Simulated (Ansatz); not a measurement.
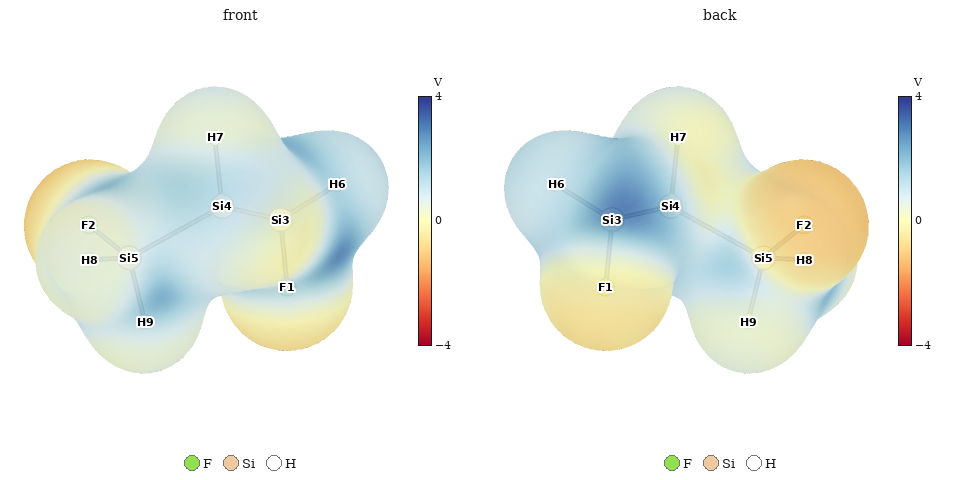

The picture shows: F₂H₄Si₃. The electrostatic potential painted on the density surface at 0.004 e/bohr³, seen from the front and from behind; the colour scale runs from red (negative) to blue (positive).

Geometry: B3LYP-D3(BJ)/def2-SVP.

Computed with isolated molecule in a Gaussian basis; Kohn-Sham density functional theory, functional PBE0 in Ansatz.

The calculation's input:

```
crystal:
  periodic: [false, false, false]
  atoms:
    - {symbol: F, position_ang: [-3.216194, 0.651646, 1.046269]}
    - {symbol: F, position_ang: [1.291247, 1.206607, 0.572960]}
    - {symbol: Si, position_ang: [-2.382309, 0.763797, 2.438581]}
    - {symbol: Si, position_ang: [-0.943272, 2.395588, 2.759373]}
    - {symbol: Si, position_ang: [0.324649, 2.505989, 0.797641]}
    - {symbol: H, position_ang: [-3.191949, 0.033702, 3.456612]}
    - {symbol: H, position_ang: [-0.150310, 1.916922, 3.939269]}
    - {symbol: H, position_ang: [1.210865, 3.702879, 0.819741]}
    - {symbol: H, position_ang: [-0.619564, 2.589623, -0.350669]}
basis:
  gaussian: {orbitals: def2-TZVPD}
hamiltonian: {xc: pbe0}
output: {forces: true, orbitals: {seedname: orbitals}}
```

Command:

```sh
ansatz run input.yaml --threads 2 --pin off --max-ram 4350MiB --events-out events.jsonl --progress --plain --runs-dir runs
```

Where is the surface potential most negative and most positive?

Answer. The most negative region (about −1.1 V, or −25 kcal/mol for a unit charge) lies over F2, the most positive (about +3.0 V, or +69 kcal/mol for a unit charge) over Si3.
